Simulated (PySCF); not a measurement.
SMILES O([SiH2]Cl)[SiH2]O[SiH3] at its B3LYP/def2-SVP optimised geometry (Å):

```
13

Si     2.1530    -1.5048    -0.7063
O      0.6542    -1.6278     0.0000
Si    -0.9939    -1.6278     0.0000
O     -1.5766    -0.0721     0.0000
Si    -1.7235     1.4124     0.6978
Cl    -1.3477     1.2861     2.7389
H      3.1124    -2.3486     0.0562
H      2.6096    -0.0864    -0.6791
H      2.0970    -1.9732    -2.1223
H     -1.5021    -2.2715    -1.2377
H     -1.4560    -2.3270     1.2227
H     -3.1124     1.8949     0.5142
H     -0.7334     2.3486     0.1123
```

Calculation: B3LYP/def2-TZVP (PySCF). Cells within 0.4 Å of a nucleus heavier than hydrogen are left out (blank, or x).

Map of the LUMO amplitude (bohr^(-3/2)) on the plane z = 0.0 Å; orbital energy -0.26 eV, overall sign arbitrary:

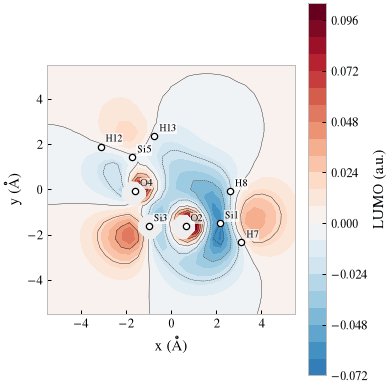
*LUMO amplitude (bohr^(-3/2)) on the plane z = 0.0 Å.*
